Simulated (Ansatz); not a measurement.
# Calculations on CH5Ga and related structures

## 1. Relaxation

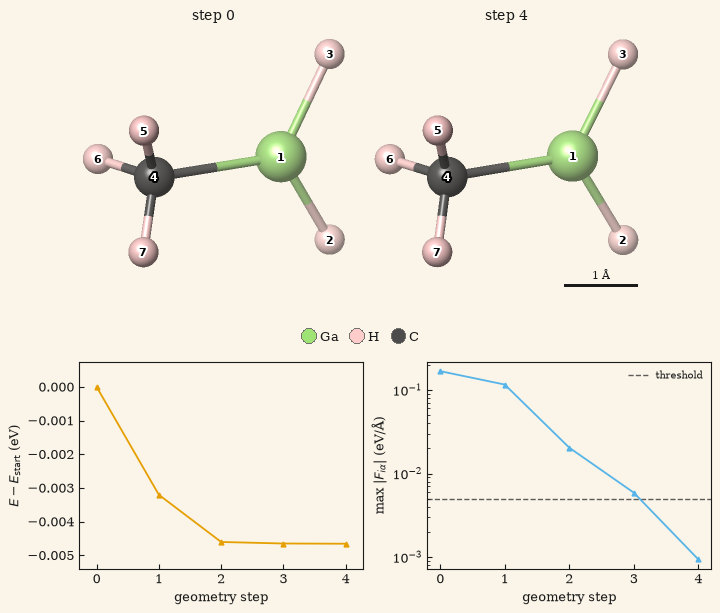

First and last geometry of a relaxation of CH5Ga, with the history of the run. Style: ball-and-stick. Shown at a tilt.

It is one of the separated products of a reaction.

Level of theory: RKS PBE0-D4/def2-TZVP in Ansatz 0.2.0.

Input file:
```yaml
crystal:
  periodic: [false, false, false]
  atoms:
    - {symbol: Ga, position_ang: [-0.879505, 0.228625, -0.243265]}
    - {symbol: H, position_ang: [-1.349753, -0.172440, -1.690525]}
    - {symbol: H, position_ang: [-1.497322, 1.511359, 0.427253]}
    - {symbol: C, position_ang: [0.317905, -0.955038, 0.782605]}
    - {symbol: H, position_ang: [0.905427, -0.405953, 1.520289]}
    - {symbol: H, position_ang: [-0.297468, -1.677779, 1.328460]}
    - {symbol: H, position_ang: [0.989737, -1.521768, 0.135978]}
basis:
  gaussian: {orbitals: def2-TZVP}
hamiltonian: {xc: pbe0, dispersion: d4}
relax: {f_tol: 0.005, max_steps: 200}
```

What do the curves and the structures tell?

Answer. It converged. The largest move after the best rigid fit is that of Ga1, 0.033 Å. Largest moves by element: Ga 0.033 Å, H 0.019 Å, C 0.006 Å. Near-neighbour distances that change, for instance: Ga1–C4 1.972 → 1.966 Å. After 4 geometry steps the energy has fallen by 0.005 eV. The largest force component goes from 0.17 to 0.00094 eV/Å. The run took about 14 core-seconds on a shared host.

```tsv
step	E − E(0), eV	largest force component, eV/Å
0	0.0000	0.1678
1	-0.0032	0.1160
2	-0.0046	0.0204
3	-0.0047	0.0059
4	-0.0047	0.0009
```

## 2. Relaxation

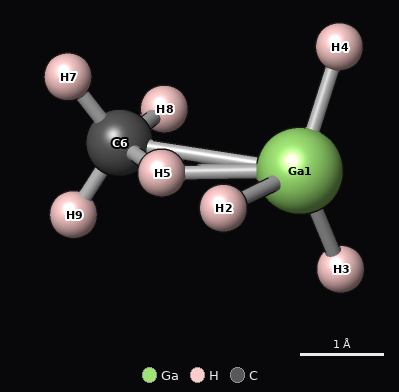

CH7Ga (started from a transition state, displaced along its imaginary mode), before the relaxation. The picture is a ball-and-stick view, seen at a tilt.

These are results of RKS PBE0-D4/def2-TZVP in Ansatz, not measurements.

The input:
```yaml
crystal:
  periodic: [false, false, false]
  atoms:
    - {symbol: Ga, position_ang: [-0.869259, 0.743746, -0.658042]}
    - {symbol: H, position_ang: [0.523368, 1.351100, -1.029171]}
    - {symbol: H, position_ang: [-1.401146, -0.291316, -1.718049]}
    - {symbol: H, position_ang: [-1.587062, 1.483609, 0.544110]}
    - {symbol: H, position_ang: [0.652238, 0.254790, -0.146939]}
    - {symbol: C, position_ang: [0.634044, -0.665953, 0.573664]}
    - {symbol: H, position_ang: [1.160481, -0.271393, 1.431717]}
    - {symbol: H, position_ang: [-0.302472, -1.175417, 0.972472]}
    - {symbol: H, position_ang: [1.189809, -1.429166, 0.030138]}
basis:
  gaussian: {orbitals: def2-TZVP}
hamiltonian: {xc: pbe0, dispersion: d4}
relax: {f_tol: 0.005, max_steps: 200}
```

Question: Predict the outcome.

Answer: The atom that moves furthest after the best rigid fit is H2 (0.74 Å). By element the largest moves are H 0.74 Å, Ga 0.33 Å, C 0.26 Å. Near-neighbour distances that change, for instance: Ga1–H5 1.678 → 2.481 Å, Ga1–C6 2.401 → 2.978 Å, H5–C6 1.169 → 1.095 Å, C6–H8 1.138 → 1.092 Å. Bonds break, among them: Ga1–H5 (1.68 → 2.48 Å). Bond angles that change, for instance: H5–C6–H8 125.5° → 112.6°, H3–Ga1–H4 131.7° → 120.1°, H5–C6–H7 101.2° → 108.1°. Over 8 accepted moves (9 points after the start) the energy falls by 88.7 kJ/mol. Largest force component: 1.5 eV/Å at the start, 0.001 eV/Å at the end. The line search rejected the trial step at point 6 of the run.

The structure at the end:

```xyz
9

Ga   -1.0115    0.9782   -0.8472
H     0.1543    1.8468   -1.4393
H    -1.5473   -0.2590   -1.6486
H    -1.7211    1.4248    0.4784
H     1.1055    0.0359    0.0382
C     0.8200   -0.7969    0.6895
H     1.2141   -0.5989    1.6850
H    -0.2629   -0.9200    0.7617
H     1.2490   -1.7109    0.2823
```

The end point in the same view:

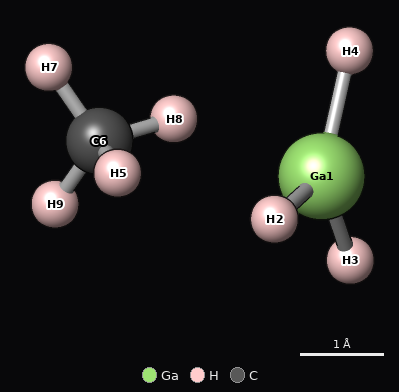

## 3. Reaction

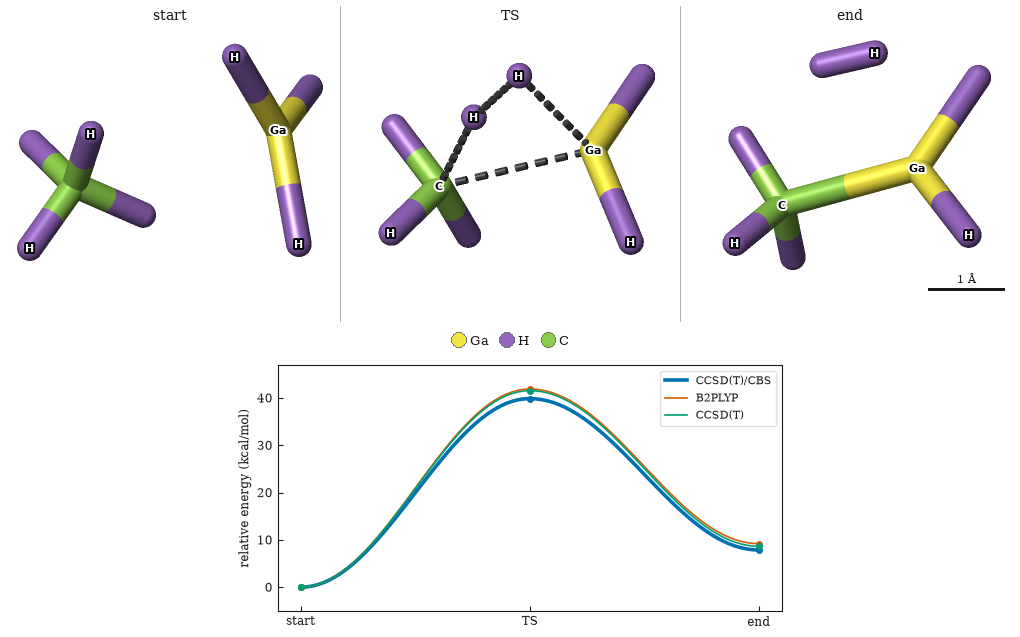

A reaction step of CH₇Ga, with its energy diagram. The picture is a stick view, seen at a tilt. Dashed sticks mark bonds that form or break.

Stationary points at PBE0-D4/def2-TZVP, single-point energies with CCSD(T)/CBS, B2PLYP, CCSD(T) (def2-TZVPP where no basis is named; Ansatz 0.2.0). The energies are electronic, without zero-point or thermal terms, and both ends are the relaxed geometries reached downhill from the saddle, with any fragments still in contact. CCSD(T)/CBS stands for a frozen-core estimate: MP2 correlation extrapolated from def2-TZVPP and def2-QZVPP, CCSD(T) minus MP2 from the smaller set.

> What happens, and what does it cost?

Counted by bonded pieces, the start holds CH₄ + GaH₃ and the end holds CH₅Ga + H₂. From the start over the saddle to the end, bonds form: C–Ga (2.98 → 2.20 → 1.97 Å), H–H (2.52 → 1.07 → 0.75 Å). Bonds break: Ga–H (1.57 → 1.75 → 2.40 Å), C–H (1.10 → 1.50 → 2.94 Å). The saddle has one imaginary mode, 1424i cm⁻¹. The end the start keeps a soft imaginary mode of 41i cm⁻¹, so it isn't quite a minimum. The end the end keeps a soft imaginary mode of 95i cm⁻¹, so it isn't quite a minimum. With CCSD(T)/CBS the barrier is 39.9 kcal/mol from the start and 32.0 kcal/mol from the end, and the end lies 7.9 kcal/mol above the start.

```
      level  barrier from the start (kcal/mol)  barrier from the end (kcal/mol)  the end less the start (kcal/mol)
CCSD(T)/CBS                               39.9                             32.0                                7.9
     B2PLYP                               41.9                             32.7                                9.2
    CCSD(T)                               41.5                             32.9                                8.7
```

Limits of the set-up: the start holds two separate molecules, 2.5 Å apart at their closest, whose relative position is a soft coordinate.
